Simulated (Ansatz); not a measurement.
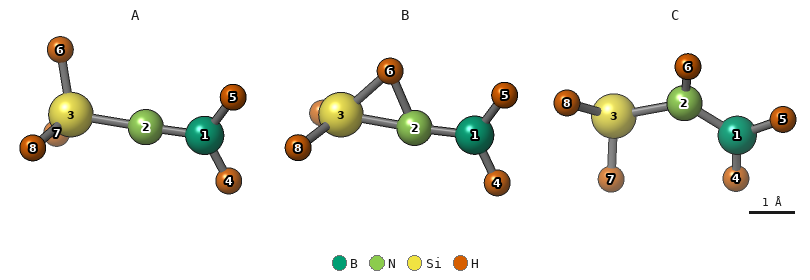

3 geometries from a converged minimum-energy path of BSiNH$_{5}$ (multiplicity 2), shuffled. Style: ball-and-stick. Shown from a free direction.

These are results of UKS BHLYP/def2-SVP in Ansatz, not measurements. Run with 5 movable images; climbing image; force threshold 0.03 eV/Å; iteration limit 60; starting path through a guess of the saddle point.

Which frame is the transition state?

Answer. B. In order along the path, whose images run from 0 to 6: C (image 0, 0.00 eV), B (image 3, +2.43 eV), A (image 5, +0.49 eV). A hydrogen atom shifts from one atom to another. Breaking: N2–H6 (1.01 → 1.41 at the top → 2.63 Å). Forming: Si3–H6 (2.38 → 1.59 at the top → 1.48 Å).

Cost: 2.9 min on 2 threads of Intel(R) Xeon(R) Platinum 8488C (Sapphire Rapids), on a shared host, peak memory 0.19 GiB.
